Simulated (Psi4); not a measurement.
# CH3Cl3Si (methyltrichlorosilane) at 3 levels

We compute a comparison of 3 runs (BHLYP/cc-pVDZ, CAM-B3LYP/cc-pVDZ, PBE0/cc-pVDZ) of CH3Cl3Si (methyltrichlorosilane). 

The results are computed with Psi4 1.11.

3 further runs of the same task are left out: 1 that didn't finish, 2 set aside as unsound or not needed.

### 1 The system as given

The species is CH3Cl3Si (8 atoms), meant as a singlet with charge 0. As SMILES, `C[Si](Cl)(Cl)Cl`. The Si2–Cl4 distance was set to 3.670 Å, away from the relaxed value. At this shape a bond of the SMILES string is far longer than usual.

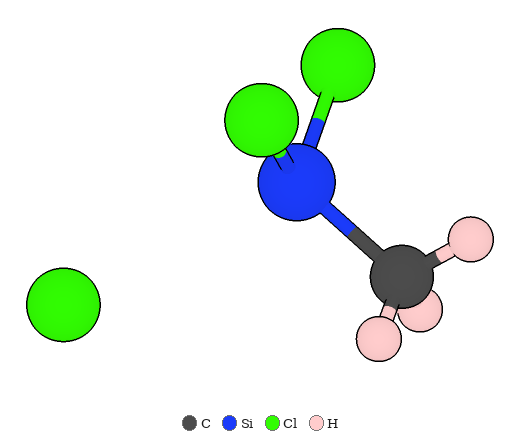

The structure, seen from a chosen angle (carbon dark grey, silicon blue, chlorine green, hydrogen pink).

### 2 Energy and gradient at BHLYP/cc-pVDZ (run 1)

job.inp reads:

```
memory 1600 mb

molecule mol {
  C
  Si 1 R2
  Cl 2 R3 1 A3
  Cl 2 R4 1 A4 3 D4
  Cl 2 R5 1 A5 3 D5
  H 1 R6 2 A6 3 D6
  H 1 R7 6 A7 2 D7
  H 1 R8 6 A8 7 D8

  R2 = 1.84066
  R3 = 2.038792
  A3 = 110.65057
  R4 = 3.6698
  A4 = 110.65207
  D4 = 120.00353
  R5 = 2.038879
  A5 = 110.64618
  D5 = -119.99857
  R6 = 1.091836
  A6 = 109.96661
  D6 = -60.0345
  R7 = 1.091886
  A7 = 108.97412
  D7 = -120.60704
  R8 = 1.091868
  A8 = 108.96984
  D8 = -118.79801
  symmetry c1
}

set basis cc-pVDZ
set reference rks
set puream true
set e_convergence 1e-09
set d_convergence 1e-08
set scf_type pk
set dft_radial_points 99
set dft_spherical_points 590

e, wfn = gradient("bhhlyp", return_wfn=True)
oeprop(wfn, "LOWDIN_CHARGES", "MAYER_INDICES", "WIBERG_LOWDIN_INDICES")
```

The run is started by

```console
psi4 job.inp job.out -n 1
```

job.out:

```text
[...]
  Running in c1 symmetry.
[...]
  Nuclear repulsion =  377.672283371816945
[...]
  Multiplicity = 1
[...]
  Nalpha       = 37
  Nbeta        = 37
[...]
    Number of basis functions: 101
[...]
   @RKS iter   1: -1709.77405799697021   -2.58121e-01   5.79242e-03 ADIIS/DIIS
[...]
   @RKS iter  14: -1710.00765694570396   -1.65983e-11   7.22407e-09 DIIS
[...]
  @RKS Final Energy: -1710.00765694570396
   => Energetics <=
    Nuclear Repulsion Energy =            377.6722833718169454
    One-Electron Energy =               -3112.1259933438909684
    Two-Electron Energy =                1082.0218748371726178
    DFT Exchange-Correlation Energy =     -57.5758218108023243
    Empirical Dispersion Energy =           0.0000000000000000
    VV10 Nonlocal Energy =                  0.0000000000000000
    Total Energy =                      -1710.0076569457039568
[...]
  -Total Gradient:
     Atom            X                  Y                   Z
    ------   -----------------  -----------------  -----------------
       1       -0.015096134546    -0.008742441478     0.007943786511
       2       -0.002838240407    -0.001669556216    -0.008884320923
       3       -0.007214391378    -0.002666060903    -0.003924745941
       4        0.028941804773     0.016712244923     0.013250339818
       5       -0.005939763831    -0.004898802438    -0.003913940339
       6       -0.000698377860    -0.000110618860     0.000449337044
       7        0.003292859195     0.001905127210    -0.005362462092
       8       -0.000447895254    -0.000529978895     0.000440859659
[...]
```

Run time: 83 s. Hardware: 1 thread of Intel Xeon 6975P-C (Granite Rapids), shared host; peak memory 0.83 GiB.

### 3 The energy at CAM-B3LYP/cc-pVDZ (run 2)

run.py reads:

```python
import psi4

psi4.set_memory('1600 MB')
psi4.set_num_threads(1)
psi4.core.set_output_file('ch3cl3si.out', False)

geom = psi4.geometry("""
0 1
C     -0.61700125     0.42011635     4.12884182
Si     1.83548532     1.32246058     1.83320253
Cl     5.22092967    -0.26094094     2.76880593
Cl     0.12453295    -0.81163737    -4.53950010
Cl     2.27446869     5.14934495     1.74797588
H     -0.83545359    -1.63137033     4.15662080
H     -0.08674410     1.06394604     6.01611130
H     -2.41923305     1.27956379     3.60860022
units au
symmetry c1
no_reorient
no_com
""")

psi4.set_options({
    'basis': 'cc-pVDZ',
    'puream': True,
    'e_convergence': 1e-09,
    'd_convergence': 1e-08,
    'scf_type': 'pk',
    'dft_radial_points': 99,
    'dft_spherical_points': 590,
})

energy_value, wavefunction = psi4.energy('cam-b3lyp', molecule=geom, return_wfn=True)
psi4.oeprop(wavefunction, 'QUADRUPOLE', 'MAYER_INDICES', 'MULLIKEN_CHARGES', title='CAM-B3LYP')
print(f'cam-b3lyp energy: {energy_value:.10f} Eh')
```

The run is started by

```console
python run.py
```

ch3cl3si.out:

```text
[...]
  Running in c1 symmetry.
[...]
  Nuclear repulsion =  377.672279671678041
[...]
  Multiplicity = 1
[...]
  Nalpha       = 37
  Nbeta        = 37
[...]
    Number of basis functions: 101
[...]
   @RKS iter   1: -1709.78759007680537   -2.31532e-01   6.19224e-03 DIIS/ADIIS
[...]
   @RKS iter  15: -1710.04723925094390   -4.54747e-12   4.72986e-09 DIIS
[...]
  @RKS Final Energy: -1710.04723925094390
   => Energetics <=
    Nuclear Repulsion Energy =            377.6722796716780408
    One-Electron Energy =               -3112.1392300878956121
    Two-Electron Energy =                1109.9484684159551762
    DFT Exchange-Correlation Energy =     -85.5287572506814939
    Empirical Dispersion Energy =           0.0000000000000000
    VV10 Nonlocal Energy =                  0.0000000000000000
    Total Energy =                      -1710.0472392509439032
[...]
 Multipole Moments:
 ------------------------------------------------------------------------------------
     Multipole            Electronic (a.u.)      Nuclear  (a.u.)        Total (a.u.)
 ------------------------------------------------------------------------------------
 L = 1.  Multiply by 2.5417464519 to convert [e a0] to [Debye]
 Dipole X            :       -148.1033560          148.1921885            0.0888325
 Dipole Y            :        -90.4130907           91.0523186            0.6392279
 Dipole Z            :        -60.7003996           63.8330077            3.1326082
 Magnitude           :                                                    3.1983961
 L = 2.  Multiply by 1.3450342976 to convert [e a0^2] to [Debye ang]
 Quadrupole XX       :       -649.3515482          607.6044173          -41.7471308
 Quadrupole XY       :       -204.5634380          204.8289015            0.2654635
[...]
```

The script printed:

```text
cam-b3lyp energy: -1710.0472392509 Eh
```

Wall time 51 s (1 thread of Intel Xeon 6975P-C (Granite Rapids), shared host); peak memory 0.94 GiB.

### 4 Energy and gradient at PBE0/cc-pVDZ (run 3)

run.py reads:

```python
import psi4

psi4.set_memory('1600 MB')
psi4.set_num_threads(1)
psi4.set_output_file('ch3cl3si.out', False)

geom = psi4.geometry("""
C     -0.61700125     0.42011635     4.12884182
Si     1.83548532     1.32246058     1.83320253
Cl     5.22092967    -0.26094094     2.76880593
Cl     0.12453295    -0.81163737    -4.53950010
Cl     2.27446869     5.14934495     1.74797588
H     -0.83545359    -1.63137033     4.15662080
H     -0.08674410     1.06394604     6.01611130
H     -2.41923305     1.27956379     3.60860022
units bohr
symmetry c1
no_reorient
no_com
""")

psi4.set_options({
    'basis': 'cc-pVDZ',
    'puream': True,
    'e_convergence': 1e-09,
    'd_convergence': 1e-08,
    'scf_type': 'pk',
    'dft_radial_points': 99,
    'dft_spherical_points': 590,
})

e_tot, wfn = psi4.gradient('pbe0', return_wfn=True)
psi4.oeprop(wfn, 'DIPOLE', 'WIBERG_LOWDIN_INDICES', 'MAYER_INDICES')
print('gradient / Eh bohr^-1')
print(e_tot.np.round(6))
print(f'energy = {wfn.energy():.10f} Eh')
```

The run is started by

```console
python run.py
```

ch3cl3si.out:

```text
[...]
  Running in c1 symmetry.
[...]
  Nuclear repulsion =  377.672279671678041
[...]
  Multiplicity = 1
[...]
  Nalpha       = 37
  Nbeta        = 37
[...]
    Number of basis functions: 101
[...]
   @RKS iter   1: -1709.12517726528063   -1.01340e-01   6.62676e-03 ADIIS/DIIS
[...]
   @RKS iter  15: -1709.41832857728696   -1.06866e-11   3.83952e-09 DIIS
[...]
  @RKS Final Energy: -1709.41832857728696
   => Energetics <=
    Nuclear Repulsion Energy =            377.6722796716780408
    One-Electron Energy =               -3112.2899734367210840
    Two-Electron Energy =                1109.4705274392085812
    DFT Exchange-Correlation Energy =     -84.2711622514525374
    Empirical Dispersion Energy =           0.0000000000000000
    VV10 Nonlocal Energy =                  0.0000000000000000
    Total Energy =                      -1709.4183285772869567
[...]
  -Total Gradient:
     Atom            X                  Y                   Z
    ------   -----------------  -----------------  -----------------
       1        0.011373330231     0.007558450440     0.007365477477
       2       -0.002393578745     0.000806937481     0.011346019341
       3       -0.002077676234     0.004070292854     0.005989691968
       4       -0.007529905698    -0.009763036417    -0.030013338459
       5        0.001253218854    -0.002011335133     0.007141084728
       6        0.000892076283     0.005531703963     0.000354445737
       7       -0.006464851105    -0.004258584395    -0.003943343897
       8        0.004942929161    -0.001936908965     0.001759692304
[...]
```

On the terminal:

```text
gradient / Eh bohr^-1
[[ 0.011373  0.007558  0.007365]
 [-0.002394  0.000807  0.011346]
 [-0.002078  0.00407   0.00599 ]
 [-0.00753  -0.009763 -0.030013]
 [ 0.001253 -0.002011  0.007141]
 [ 0.000892  0.005532  0.000354]
 [-0.006465 -0.004259 -0.003943]
 [ 0.004943 -0.001937  0.00176 ]]
energy = -1709.4183285773 Eh
```

Wall time 71 s (1 thread of Intel Xeon 6975P-C (Granite Rapids), shared host); peak memory 0.84 GiB.

### 5 Overview of the runs

| run | level | task | energy (Eh) | dipole moment (D) | HOMO energy (eV) | LUMO energy (eV) | wall time |
| --- | --- | --- | --- | --- | --- | --- | --- |
| 1 | BHLYP/cc-pVDZ | gradient | -1710.007657 | 8.35 | -8.03 | -4.08 | 83 s |
| 2 | CAM-B3LYP/cc-pVDZ | energy | -1710.047239 | 8.13 | -8.18 | -3.84 | 51 s |
| 3 | PBE0/cc-pVDZ | gradient | -1709.418329 | 7.79 | -6.97 | -4.77 | 71 s |

### 6 Outcome

| quantity | value |
| --- | --- |
| run 3: total energy | -1709.41833 Eh |
| run 3: dipole moment | 7.79 D |
| run 3: HOMO energy | -6.97 eV |
| run 3: LUMO energy | -4.77 eV |
| run 3: HOMO–LUMO gap | 2.20 eV |
| run 3: largest force on an atom | 1.668 eV/Å |

What this shows: The dipole moment (its size) runs from 7.79 D (PBE0/cc-pVDZ) to 8.35 D (BHLYP/cc-pVDZ). The HOMO–LUMO gap runs from 2.20 eV (PBE0/cc-pVDZ) to 4.34 eV (CAM-B3LYP/cc-pVDZ). Totals of different functionals can't be ranked against each other. In runs 1, 2, 3 a closed-shell determinant meets a far-stretched bond, which it describes badly. All runs together took 3.4 min, the longest 83 s.
